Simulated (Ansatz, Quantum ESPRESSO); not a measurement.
# Ballistic transmission: vacuum gap of 6.0 Å between two Ta(100) faces, part 2 of 4

Wanted: the transmission near the Fermi level and the conductance of this junction: vacuum gap of 6.0 Å between two Ta(100) faces.

Quantum ESPRESSO 7.5; plane-wave DFT, PBE, JTH PAW pseudopotentials; cross-check by Ansatz 0.2.0 with PAW datasets.

So far. Step 2 (Self-consistent run): The run needed 18 iterations to bring the estimated error under 1e-07 Ry; the largest force on any atom, held or free, is 1.30 eV/Å.

## Step 3: Transmission with pwcond.x

Level of this step: transmission by pwcond, lead and junction from one cell; plane-wave DFT, PBE, JTH PAW pseudopotentials (Quantum ESPRESSO).

prefixt takes both regions from one run: the lead from 0 to bdl, the scattering region from bdl to bds (units of alat). ikind = 1 puts the same lead on both sides. The program's T_tot counts both spins in a run without spin; the tables below give T per spin.

cond.in

```
&inputcond
  outdir = './out'
  prefixt = 'scf'
  tran_file = 'cond.dat'
  bdl = 2.0000000000
  bds = 11.3072289157
  ikind = 1
  ewind = 4.0
  epsproj = 1e-05
  nz1 = 7
  energy0 = 0.4
  denergy = -0.4
/
28
  0.00000000 0.00000000 0.00694444
  0.00000000 0.08333333 0.02777778
  0.00000000 0.16666667 0.02777778
  0.00000000 0.25000000 0.02777778
  0.00000000 0.33333333 0.02777778
  0.00000000 0.41666667 0.02777778
  0.00000000 0.50000000 0.01388889
  0.08333333 0.08333333 0.02777778
  0.08333333 0.16666667 0.05555556
  0.08333333 0.25000000 0.05555556
  0.08333333 0.33333333 0.05555556
  0.08333333 0.41666667 0.05555556
  0.08333333 0.50000000 0.02777778
  0.16666667 0.16666667 0.02777778
  0.16666667 0.25000000 0.05555556
  0.16666667 0.33333333 0.05555556
  0.16666667 0.41666667 0.05555556
  0.16666667 0.50000000 0.02777778
  0.25000000 0.25000000 0.02777778
  0.25000000 0.33333333 0.05555556
  0.25000000 0.41666667 0.05555556
  0.25000000 0.50000000 0.02777778
  0.33333333 0.33333333 0.02777778
  0.33333333 0.41666667 0.05555556
  0.33333333 0.50000000 0.02777778
  0.41666667 0.41666667 0.02777778
  0.41666667 0.50000000 0.02777778
  0.50000000 0.50000000 0.00694444
3
```

Started as:

```sh
$ OMP_NUM_THREADS=1 mpirun -n 4 pwcond.x -in cond.in > cond.out
```

What it wrote:

```text
[banner, memory and clock lines left out]
Program PWCOND v.7.5 starts

          URL

     ./out/scf.save/
     file Ta.GGA_PBE-JTH.UPF: wavefunction(s)  5S 6S 5P 6P 5D 0D renormalized

     IMPORTANT: XC functional enforced from input :
     Exchange-correlation= PBE
                           (   1   4   3   4   0   0   0)
     Any further DFT definition will be discarded
     Please, verify this is what you really want

     Reading collected, re-writing distributed wavefunctions

===== INPUT FILE containing all the regions =====

     GEOMETRY:

     lattice parameter (alat)  =       6.2739  a.u.
     the volume                =    2792.3319 (a.u.)^3
     the cross section         =      39.3617 (a.u.)^2
     l of the unit cell        =      11.3072 (alat)
     number of atoms/cell      =           20
     number of atomic types    =            1

     crystal axes: (cart. coord. in units of alat)
               a(1) = (  1.0000  0.0000  0.0000 )
               a(2) = (  0.0000  1.0000  0.0000 )
               a(3) = (  0.0000  0.0000 11.3072 )

   Cartesian axes

     site n.     atom                  positions (alat units)
          1        Ta     tau(  1)=(  0.0000  0.0000 11.3072  )
          2        Ta     tau(  2)=(  0.5000  0.5000  0.5000  )
          3        Ta     tau(  3)=(  0.0000  0.0000  1.0000  )
          4        Ta     tau(  4)=(  0.5000  0.5000  1.5000  )
          5        Ta     tau(  5)=(  0.0000  0.0000  2.0000  )
          6        Ta     tau(  6)=(  0.5000  0.5000  2.5000  )
          7        Ta     tau(  7)=(  0.0000  0.0000  3.0000  )
          8        Ta     tau(  8)=(  0.5000  0.5000  3.5000  )
          9        Ta     tau(  9)=(  0.0000  0.0000  4.0000  )
         10        Ta     tau( 10)=(  0.5000  0.5000  4.5000  )
         11        Ta     tau( 11)=(  0.0000  0.0000  6.3072  )
         12        Ta     tau( 12)=(  0.5000  0.5000  6.8072  )
         13        Ta     tau( 13)=(  0.0000  0.0000  7.3072  )
         14        Ta     tau( 14)=(  0.5000  0.5000  7.8072  )
         15        Ta     tau( 15)=(  0.0000  0.0000  8.3072  )
         16        Ta     tau( 16)=(  0.5000  0.5000  8.8072  )
         17        Ta     tau( 17)=(  0.0000  0.0000  9.3072  )
         18        Ta     tau( 18)=(  0.5000  0.5000  9.8072  )
         19        Ta     tau( 19)=(  0.0000  0.0000 10.3072  )
         20        Ta     tau( 20)=(  0.5000  0.5000 10.8072  )

     nr1s                      =           27
     nr2s                      =           27
     nr3s                      =          320
     nr1sx                     =           27
     nr2sx                     =           27
     nr3sx                     =          320
     nr1                       =           40
     nr2                       =           40
     nr3                       =          432
     nr1x                      =           40
     nr2x                      =           40
     nr3x                      =          432

 _______________________________
  Radii of nonlocal spheres:

     type       ibeta     ang. mom.          radius (alat units)
       Ta         1         0                    0.3812
       Ta         2         0                    0.3812
       Ta         3         1                    0.3812
       Ta         4         1                    0.3812
       Ta         5         2                    0.3812
       Ta         6         2                    0.3812
----- General information -----

--- T calc. with identical leads (ikind=1) ---

     nrx                       =           27
     nry                       =           27
     nz1                       =            7

     energy0               =         4.0E-01
     denergy               =        -4.0E-01
     nenergy               =          3
     ecut2d                =         4.5E+01
     ewind                 =         4.0E+00
     epsproj               =         1.0E-05

     number of k_|| points=   28
                       cryst. coord.
        k(    1) = (   0.0000000   0.0000000), wk =   0.0069444
        k(    2) = (   0.0000000   0.0833333), wk =   0.0277778
        k(    3) = (   0.0000000   0.1666667), wk =   0.0277778
        k(    4) = (   0.0000000   0.2500000), wk =   0.0277778
        k(    5) = (   0.0000000   0.3333333), wk =   0.0277778
        k(    6) = (   0.0000000   0.4166667), wk =   0.0277778
        k(    7) = (   0.0000000   0.5000000), wk =   0.0138889
        k(    8) = (   0.0833333   0.0833333), wk =   0.0277778
        k(    9) = (   0.0833333   0.1666667), wk =   0.0555556
        k(   10) = (   0.0833333   0.2500000), wk =   0.0555556
        k(   11) = (   0.0833333   0.3333333), wk =   0.0555556
        k(   12) = (   0.0833333   0.4166667), wk =   0.0555556
        k(   13) = (   0.0833333   0.5000000), wk =   0.0277778
        k(   14) = (   0.1666667   0.1666667), wk =   0.0277778
        k(   15) = (   0.1666667   0.2500000), wk =   0.0555556
        k(   16) = (   0.1666667   0.3333333), wk =   0.0555556
        k(   17) = (   0.1666667   0.4166667), wk =   0.0555556
        k(   18) = (   0.1666667   0.5000000), wk =   0.0277778
        k(   19) = (   0.2500000   0.2500000), wk =   0.0277778
        k(   20) = (   0.2500000   0.3333333), wk =   0.0555556
        k(   21) = (   0.2500000   0.4166667), wk =   0.0555556
        k(   22) = (   0.2500000   0.5000000), wk =   0.0277778
        k(   23) = (   0.3333333   0.3333333), wk =   0.0277778
        k(   24) = (   0.3333333   0.4166667), wk =   0.0555556
        k(   25) = (   0.3333333   0.5000000), wk =   0.0277778
        k(   26) = (   0.4166667   0.4166667), wk =   0.0277778
        k(   27) = (   0.4166667   0.5000000), wk =   0.0277778
        k(   28) = (   0.5000000   0.5000000), wk =   0.0069444
----- Information about left/right lead -----

     nocros                   =           18
     noins                    =           54
     norb                     =           90
     norbf                    =          306
     nrz                      =           57

      iorb      type   ibeta   ang. mom.   m       position (alat)
        1        1       1        0        1   taunew(   1)=(  0.0000  0.0000  0.0000)
        2        1       2        0        1   taunew(   2)=(  0.0000  0.0000  0.0000)
        3        1       3        1        1   taunew(   3)=(  0.0000  0.0000  0.0000)
        4        1       3        1        2   taunew(   4)=(  0.0000  0.0000  0.0000)
        5        1       3        1        3   taunew(   5)=(  0.0000  0.0000  0.0000)
        6        1       4        1        1   taunew(   6)=(  0.0000  0.0000  0.0000)
        7        1       4        1        2   taunew(   7)=(  0.0000  0.0000  0.0000)
[...]
267        1       6        2        2   taunew( 267)=(  0.0000  0.0000  8.3072)
      268        1       6        2        3   taunew( 268)=(  0.0000  0.0000  8.3072)
      269        1       6        2        4   taunew( 269)=(  0.0000  0.0000  8.3072)
      270        1       6        2        5   taunew( 270)=(  0.0000  0.0000  8.3072)
      271        1       1        0        1   taunew( 271)=(  0.5000  0.5000  8.8072)
      272        1       2        0        1   taunew( 272)=(  0.5000  0.5000  8.8072)
      273        1       3        1        1   taunew( 273)=(  0.5000  0.5000  8.8072)
      274        1       3        1        2   taunew( 274)=(  0.5000  0.5000  8.8072)
      275        1       3        1        3   taunew( 275)=(  0.5000  0.5000  8.8072)
      276        1       4        1        1   taunew( 276)=(  0.5000  0.5000  8.8072)
      277        1       4        1        2   taunew( 277)=(  0.5000  0.5000  8.8072)
      278        1       4        1        3   taunew( 278)=(  0.5000  0.5000  8.8072)
      279        1       5        2        1   taunew( 279)=(  0.5000  0.5000  8.8072)
      280        1       5        2        2   taunew( 280)=(  0.5000  0.5000  8.8072)
      281        1       5        2        3   taunew( 281)=(  0.5000  0.5000  8.8072)
      282        1       5        2        4   taunew( 282)=(  0.5000  0.5000  8.8072)
      283        1       5        2        5   taunew( 283)=(  0.5000  0.5000  8.8072)
      284        1       6        2        1   taunew( 284)=(  0.5000  0.5000  8.8072)
      285        1       6        2        2   taunew( 285)=(  0.5000  0.5000  8.8072)
      286        1       6        2        3   taunew( 286)=(  0.5000  0.5000  8.8072)
      287        1       6        2        4   taunew( 287)=(  0.5000  0.5000  8.8072)
      288        1       6        2        5   taunew( 288)=(  0.5000  0.5000  8.8072)
      289        1       1        0        1   taunew( 289)=(  0.0000  0.0000  9.3072)
      290        1       2        0        1   taunew( 290)=(  0.0000  0.0000  9.3072)
      291        1       3        1        1   taunew( 291)=(  0.0000  0.0000  9.3072)
      292        1       3        1        2   taunew( 292)=(  0.0000  0.0000  9.3072)
      293        1       3        1        3   taunew( 293)=(  0.0000  0.0000  9.3072)
      294        1       4        1        1   taunew( 294)=(  0.0000  0.0000  9.3072)
      295        1       4        1        2   taunew( 295)=(  0.0000  0.0000  9.3072)
      296        1       4        1        3   taunew( 296)=(  0.0000  0.0000  9.3072)
      297        1       5        2        1   taunew( 297)=(  0.0000  0.0000  9.3072)
      298        1       5        2        2   taunew( 298)=(  0.0000  0.0000  9.3072)
      299        1       5        2        3   taunew( 299)=(  0.0000  0.0000  9.3072)
      300        1       5        2        4   taunew( 300)=(  0.0000  0.0000  9.3072)
      301        1       5        2        5   taunew( 301)=(  0.0000  0.0000  9.3072)
      302        1       6        2        1   taunew( 302)=(  0.0000  0.0000  9.3072)
      303        1       6        2        2   taunew( 303)=(  0.0000  0.0000  9.3072)
      304        1       6        2        3   taunew( 304)=(  0.0000  0.0000  9.3072)
      305        1       6        2        4   taunew( 305)=(  0.0000  0.0000  9.3072)
      306        1       6        2        5   taunew( 306)=(  0.0000  0.0000  9.3072)
 ngper, shell number =          137          22
 ngper, n2d =          137          99
---  E-Ef =    0.4000000  k =    0.0000000   0.0000000
---  ie =          1  ik =          1
 Nchannels of the left tip =            1
 Right moving states:
   k1(2pi/a)   k2(2pi/a)   E-Ef (eV)
   0.2182954  -0.0000007   0.4000000
 Left moving states:
   k1(2pi/a)   k2(2pi/a)   E-Ef (eV)
  -0.2182954  -0.0000007   0.4000000

 to transmit
 Band j to band i transmissions and reflections:
    j         i     |T_ij|^2    |R_ij|^2

    1 -->     1     0.00000     1.00000
   Total T_j, R_j =    0.00000  1.00000

E-Ef(ev), T(x2 spins) =    0.4000000   0.0000017
---  E-Ef =    0.0000000  k =    0.0000000   0.0000000
---  ie =          2  ik =          1
 Nchannels of the left tip =            1
 Right moving states:
   k1(2pi/a)   k2(2pi/a)   E-Ef (eV)
   0.1509454  -0.0000007   0.0000000
 Left moving states:
   k1(2pi/a)   k2(2pi/a)   E-Ef (eV)
  -0.1509454  -0.0000007   0.0000000

 to transmit
 Band j to band i transmissions and reflections:
    j         i     |T_ij|^2    |R_ij|^2

    1 -->     1     0.00000     1.00000
   Total T_j, R_j =    0.00000  1.00000

E-Ef(ev), T(x2 spins) =    0.0000000   0.0000015
---  E-Ef =   -0.4000000  k =    0.0000000   0.0000000
---  ie =          3  ik =          1
 Nchannels of the left tip =            1
 Right moving states:
   k1(2pi/a)   k2(2pi/a)   E-Ef (eV)
   0.0813656  -0.0000008  -0.4000000
 Left moving states:
   k1(2pi/a)   k2(2pi/a)   E-Ef (eV)
  -0.0813656  -0.0000008  -0.4000000

 to transmit
 Band j to band i transmissions and reflections:
    j         i     |T_ij|^2    |R_ij|^2

    1 -->     1     0.00000     1.00000
   Total T_j, R_j =    0.00000  1.00000

E-Ef(ev), T(x2 spins) =   -0.4000000   0.0000012
 ngper, shell number =          141          77
 ngper, n2d =          141          97
[... further energies and points left out ...]
---  E-Ef =    0.4000000  k =    0.5000000   0.5000000
---  ie =          1  ik =         28
 Nchannels of the left tip =            2
 Right moving states:
   k1(2pi/a)   k2(2pi/a)   E-Ef (eV)
  -0.4690469   0.0000443   0.4000000
  -0.4690469   0.0000443   0.4000000
 Left moving states:
   k1(2pi/a)   k2(2pi/a)   E-Ef (eV)
   0.4690469   0.0000443   0.4000000
   0.4690469   0.0000443   0.4000000

 to transmit
 Band j to band i transmissions and reflections:
    j         i     |T_ij|^2    |R_ij|^2

    1 -->     1     0.00027     0.32987
    1 -->     2     0.00000     0.66986
   Total T_j, R_j =    0.00027  0.99973

    2 -->     1     0.00000     0.66986
    2 -->     2     0.00027     0.32987
   Total T_j, R_j =    0.00027  0.99973

E-Ef(ev), T(x2 spins) =    0.4000000   0.0010621
---  E-Ef =    0.0000000  k =    0.5000000   0.5000000
---  ie =          2  ik =         28
 Nchannels of the left tip =            2
 Right moving states:
   k1(2pi/a)   k2(2pi/a)   E-Ef (eV)
   0.4199267   0.0000467   0.0000000
   0.4199267   0.0000467   0.0000000
 Left moving states:
   k1(2pi/a)   k2(2pi/a)   E-Ef (eV)
  -0.4199267   0.0000467   0.0000000
  -0.4199267   0.0000467   0.0000000

 to transmit
 Band j to band i transmissions and reflections:
    j         i     |T_ij|^2    |R_ij|^2

    1 -->     1     0.00020     0.24373
    1 -->     2     0.00000     0.75606
   Total T_j, R_j =    0.00020  0.99980

    2 -->     1     0.00000     0.75606
    2 -->     2     0.00020     0.24373
   Total T_j, R_j =    0.00020  0.99980

E-Ef(ev), T(x2 spins) =    0.0000000   0.0008150
---  E-Ef =   -0.4000000  k =    0.5000000   0.5000000
---  ie =          3  ik =         28
 Nchannels of the left tip =            2
 Right moving states:
   k1(2pi/a)   k2(2pi/a)   E-Ef (eV)
   0.3015454   0.0000506  -0.4000000
   0.3015454   0.0000506  -0.4000000
 Left moving states:
   k1(2pi/a)   k2(2pi/a)   E-Ef (eV)
  -0.3015454   0.0000506  -0.4000000
  -0.3015454   0.0000506  -0.4000000

 to transmit
 Band j to band i transmissions and reflections:
    j         i     |T_ij|^2    |R_ij|^2

    1 -->     1     0.00018     0.01312
    1 -->     2     0.00000     0.98670
   Total T_j, R_j =    0.00018  0.99982

    2 -->     1     0.00000     0.98670
    2 -->     2     0.00018     0.01312
   Total T_j, R_j =    0.00018  0.99982

E-Ef(ev), T(x2 spins) =   -0.4000000   0.0007250
   T_tot     0.40000      0.33633E+00
   T_tot     0.00000      0.14628E+00
   T_tot    -0.40000      0.93046E-01

Note: The following floating-point exceptions are signalling: IEEE_UNDERFLOW_FLAG
Note: The following floating-point exceptions are signalling: IEEE_UNDERFLOW_FLAG
Note: The following floating-point exceptions are signalling: IEEE_UNDERFLOW_FLAG
Note: The following floating-point exceptions are signalling: IEEE_UNDERFLOW_FLAG
```

Wall time 5.1 min (4 MPI ranks of Arm Neoverse V2, shared host); peak memory 0.41 GiB.

Numbers from this step:

* lead channels at the Fermi level, one spin: 2.604
* transmission at the Fermi level, one spin: 0.07314
* conductance: 0.07314 G₀

Per spin; mean over the k mesh across the current. The open channels, zone mean by energy, zero at the Fermi level:

```tsv
energy (eV)	open channels, zone mean
-0.400	2.52
0.000	2.60
0.400	1.83
```

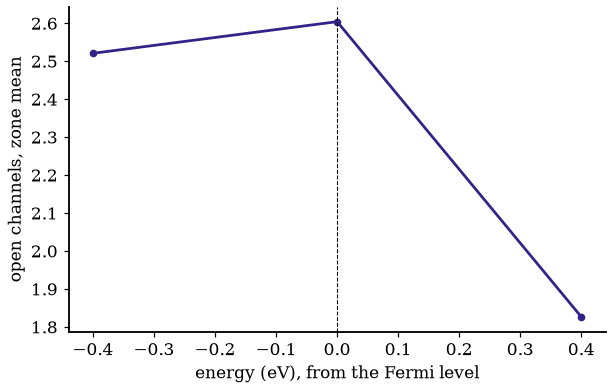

Open channels, zone mean against energy.

Per spin; mean over the k mesh across the current. The transmission, zone mean by energy, zero at the Fermi level:

```tsv
energy (eV)	transmission, zone mean
-0.400	0.0465
0.000	0.0731
0.400	0.168
```

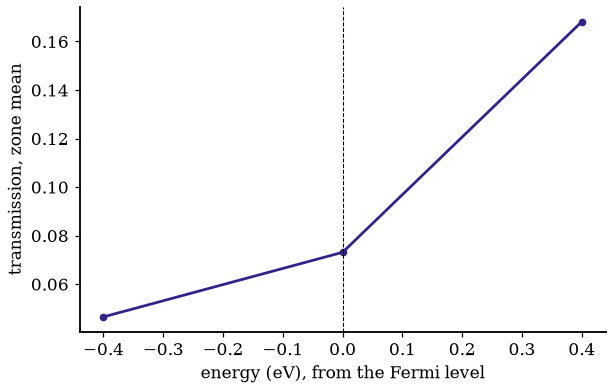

Transmission, zone mean, plotted against energy.

At 0.000 eV; k in fractions of b1, b2. Transmission by k point:

```tsv
k1	k2	weight	t	channels
0	0	0.006944	7.50e-7	1
0	0.08333	0.02778	0.003993	1
0	0.1667	0.02778	0.8252	3
0	0.25	0.02778	0.1466	3
0	0.3333	0.02778	0.01048	5
0	0.4167	0.02778	0.03985	5
0	0.5	0.01389	0.0484	4
0.08333	0.08333	0.02778	3.50e-7	1
0.08333	0.1667	0.05556	0.5201	3
0.08333	0.25	0.05556	0.09868	3
0.08333	0.3333	0.05556	0.03355	5
0.08333	0.4167	0.05556	0.0784	4
0.08333	0.5	0.02778	0.03496	4
0.1667	0.1667	0.02778	0.02544	3
0.1667	0.25	0.05556	0.007632	2
0.1667	0.3333	0.05556	2.35e-5	1
0.1667	0.4167	0.05556	0.01442	3
0.1667	0.5	0.02778	0.01074	4
0.25	0.25	0.02778	1.94e-4	1
0.25	0.3333	0.05556	1.09e-4	1
0.25	0.4167	0.05556	6.42e-4	2
0.25	0.5	0.02778	0.001085	2
0.3333	0.3333	0.02778	1.99e-4	1
0.3333	0.4167	0.05556	6.75e-4	2
0.3333	0.5	0.02778	3.49e-4	2
0.4167	0.4167	0.02778	7.23e-4	2
0.4167	0.5	0.02778	4.84e-4	2
0.5	0.5	0.006944	4.07e-4	2
```

The program's own clock; routines nest. Time by routine:

```tsv
routine	wall time (s)	calls
PWCOND	307.6	1
scatter_forw	266.8	168
local	19.62	28
compbs	12.82	84
compbs_2	10.58	84
init	1.64	1
poten	0.07	1
```

The run is unpolarised; a magnetic state was not tried, may lie lower and would change T.

At no point does T exceed the number of channels.

[end of part 2 of 4]

[Logs are printed without paths, hosts, clocks, repeated set-up lines and the standing remarks that a program may print on its own settings, such as how far it seeks lower states.]

[Hosts, paths, dates, database ids (printed as entryN), source tags and the programs' standing remarks are cut or masked in the printed files.]

[Maps of the electrostatic potential energy from Ansatz leave out the sawtooth potential of an applied field or a dipole correction, so their vacuum need not be flat; planar profiles and work functions include it.]
